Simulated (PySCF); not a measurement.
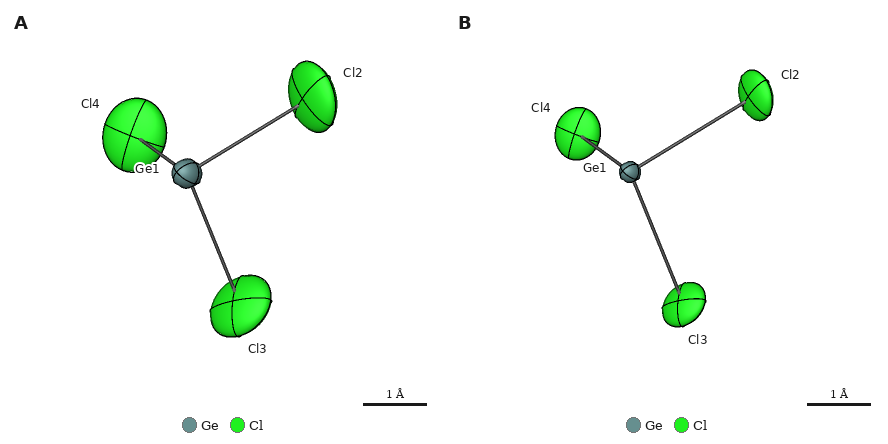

Displacement ellipsoids at the 50 % level, scaled by 3, from the internal vibrations of the free molecule (harmonic, no overall translation or rotation; no half-axis is drawn under 0.075 Å). Charge −1, singlet. Vibrations computed with RKS-based PBE, Ge def2-SVPD, Cl def2-SVPD; non-relativistic; density fitting (PySCF 2.14.0). One panel is for 298 K, the other for 600 K.

**Which panel is for 600 K?**

A.

**How much does the mean-square displacement of Cl2 grow, and why?**

U_eq goes from 0.0054 to 0.0106 Å², a factor of 2.0. Modes below kT (417 cm⁻¹ at 600 K) grow about in proportion to T, and the lowest lies at 104 cm⁻¹; the mean-square amplitude of a mode is its zero-point value times coth(ħω/2kT), which comes close to 1 only above about 3kT.
